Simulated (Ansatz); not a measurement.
# HS− (hydrosulfide): revPBE/3-21G

Aim: the energy change on altering one bond length of HS− (hydrosulfide) at revPBE/3-21G, from 2 runs. 

Program for the calculation: Ansatz 0.2.0.

3 further runs of the same task are left out: 2 that didn't finish, 1 set aside as unsound or not needed.

## 1. The molecule

HS−: 2 atoms, total charge -1, spin state singlet. SMILES: `[SH-]`. Geometry: relaxed at PBE0-D4/def2-TZVPD.

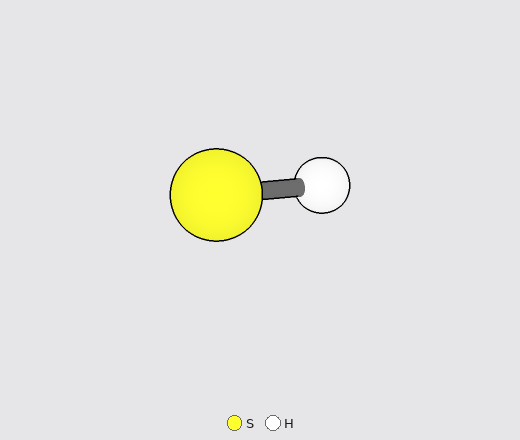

Viewed from a chosen angle; sulfur yellow, hydrogen white.

## 2. The energy at revPBE/3-21G

File job.yaml:

```yaml
crystal:
  periodic: [false, false, false]
  atoms:
    - {symbol: S, position_ang: [0.574700, -0.187900, 0.295500]}
    - {symbol: H, position_ang: [-0.574700, 0.187900, -0.295500]}
basis:
  gaussian:
    orbitals: 3-21G.json
total_charge: -1
hamiltonian:
  xc: {name: revPBE}
accuracy: high
```

The basis set 3-21G is read from a file made from the Basis Set Exchange's data (not shown).

Launch:

```bash
ansatz run job.yaml --threads 1 --pin off --max-ram 2610MiB --events-out events.jsonl --progress --plain --runs-dir runs
```

The log of the run:

```text
Warning: RAYON_NUM_THREADS=1 ignored (pool sized by the plan → 1); use --threads N
Functional definition: revPBE
  name "revPBE"
  parameter kappa = 1.245
  parameter beta = 0.06672455060314922
  exchange = pbe_x(kappa = kappa, mu = beta*pi^2/3)
  correlation = pbe_c(beta = beta)
269 factors; integrals over basis functions are off by at most 3.6e-9 eV
mean field evaluation 1: about -10795.7021 eV, gradient 1.1e1 eV
mean field evaluation 2: about -10795.7632 eV, gradient 9.4e0 eV
mean field evaluation 4: about -10796.0077 eV, gradient 8.9e-2 eV
mean field evaluation 8: about -10796.0013 eV, gradient 4.5e-4 eV
mean field -10796.00127356 eV, -396.7457290108 hartree, gradient 3.8e-8 eV, S^2 0.000000; 0 other end points of the search recorded, 0 dependent functions left out
reference -10796.00127546 eV, -396.7457290805 hartree; 9, 9 occupied and 6, 6 virtual orbitals, 269 factors
Total energy: -10796.00127546 eV, -396.7457290805 hartree
```

It took 0.32 s on 1 thread of Arm Neoverse V2, shared host.

## 3. The distorted shape at the same level

File job.yaml:

```yaml
crystal:
  periodic: [false, false, false]
  atoms:
    - symbol: S
      position_ang: [0.862085, -0.281862, 0.443268]
    - symbol: H
      position_ang: [-0.574700, 0.187900, -0.295500]
basis:
  gaussian: {orbitals: 3-21G.json}
total_charge: -1
hamiltonian: {xc: {name: revPBE}}
accuracy: high
```

The basis set 3-21G is read from a file made from the Basis Set Exchange's data (not shown).

Launch:

```bash
ansatz run job.yaml --threads 1 --pin off --max-ram 2610MiB --events-out events.jsonl --progress --plain --runs-dir runs
```

The log of the run, shortened:

```text
Warning: RAYON_NUM_THREADS=1 ignored (pool sized by the plan → 1); use --threads N
[... 6 set-up lines as earlier in the session ...]
269 factors; integrals over basis functions are off by at most 3.7e-9 eV
mean field evaluation 1: about -10795.0903 eV, gradient 1.3e1 eV
mean field evaluation 2: about -10794.6277 eV, gradient 1.7e1 eV
mean field evaluation 4: about -10795.5539 eV, gradient 1.7e-1 eV
mean field evaluation 8: about -10795.5501 eV, gradient 4.5e-4 eV
mean field evaluation 16: about -10795.5501 eV, gradient 1.1e-8 eV
mean field -10795.55010339 eV, -396.7291488128 hartree, gradient 1.1e-8 eV, S^2 0.000000; 0 other end points of the search recorded, 0 dependent functions left out
reference -10795.55010531 eV, -396.7291488833 hartree; 9, 9 occupied and 6, 6 virtual orbitals, 269 factors
Total energy: -10795.55010531 eV, -396.7291488833 hartree
```

Run time: 0.32 s. Hardware: 1 thread of Arm Neoverse V2, shared host.

## 4. What came out

Level: revPBE/3-21G.

```
                                                         quantity          value
                                        first shape: total energy  -396.74573 Eh
                                    distorted shape: total energy  -396.72915 Eh
energy change with the S1–H2 bond stretched from 1.346 to 1.682 Å       0.451 eV
```

What this shows: With the S1–H2 bond stretched from 1.346 to 1.682 Å the energy rises by 0.45 eV (10.4 kcal/mol). The first shape isn't relaxed at this level, so the change isn't measured from a minimum.
